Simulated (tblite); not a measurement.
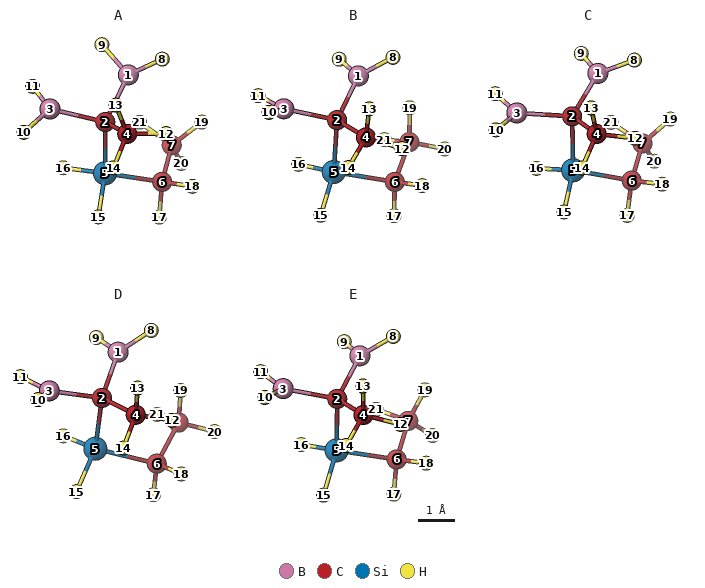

5 geometries from one relaxation of C$_{4}$H$_{14}$B$_{2}$Si, in shuffled order. A ball-and-stick model, seen from a free direction.

The calculation used tblite 0.8.0, GFN2-xTB geometry optimisation, gas phase. 

> Put them in the order of the run, from the start to the converged end.

A, C, E, B, D. They are steps 0, 21, 43, 77, 160, at +107.9 kJ/mol, +19.7 kJ/mol, +9.56 kJ/mol, +1.80 kJ/mol relative to the last. H20 moves most after the best rigid fit: 1.36 Å. Largest moves by element: H 1.36 Å, C 0.37 Å, Si 0.32 Å, B 0.31 Å. Among the contacts that change: C2–Si5 1.852 → 1.940 Å, B1–C2 1.608 → 1.551 Å, Si5–C6 1.853 → 1.908 Å, C2–B3 1.605 → 1.553 Å. Among the angles between lasting bonds that change: C2–B3–H11 114.4° → 121.1°, B3–C2–C4 108.8° → 114.5°, H8–B1–H9 113.1° → 118.9°. Groups turn about C6–C7 by about 50°, C2–Si5 by about 25°. Over 160 geometry steps the energy falls by 107.9 kJ/mol. Cost: 4.3 s on 1 thread of Intel(R) Xeon(R) Processor @ 2.50GHz, on a shared host.
